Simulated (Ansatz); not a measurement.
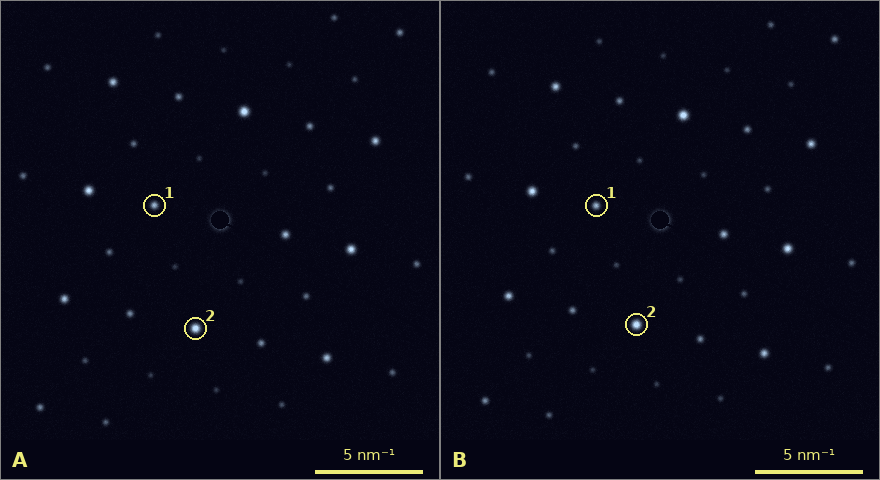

Kinematic electron diffraction patterns (120 kV, B = 0.5 Å², same scale) along [101] of the run's own cell, for the start and the end of one relaxation of SrLuS2 with DFT, PAW plane waves, pbe in Ansatz 0.2.0. k mesh 7×7×7. The start is a generated model structure, and the relaxation ends in the nearest stationary point of its symmetry, not necessarily the ground state. Spot 1 is -1 0 1 and spot 2 is 1 -2 -1 in both.

Start structure:

```
Lu Sr S
1.0
     3.83901    0.00000    0.00000
    -1.91951    3.32468    0.00000
    -1.91951    1.10823    7.08727
Lu Sr S
1 1 2
Cartesian
  0.0000 2.2165 3.5436
  0.0000 0.0000 0.0000
  -1.9195 3.3247 4.9687
  1.9195 1.1082 2.1186
```

### Which pattern belongs to the start structure, and which to the relaxed one?

A is the start: its cell gives d(1) = 3.173 Å, d(2) = 1.920 Å and an angle of 90.0°. B is the relaxed structure, with d(1) = 3.257 Å (+2.7 %), d(2) = 1.988 Å (+3.6 %) and 90.0°.

### What did the relaxation do to the structure and the energy?

The volume changed by +1.4 % to 22.94 Å³ an atom; with the mean shift removed, the atoms moved by up to 0.14 Å relative to the cell (S most); the space group stayed R-3m (No. 166); the free energy fell by 73 meV an atom. Relaxed cell: a = 3.976 Å, b = 3.976 Å, c = 7.087 Å, α = 73.71°, β = 106.29°, γ = 120.00°.
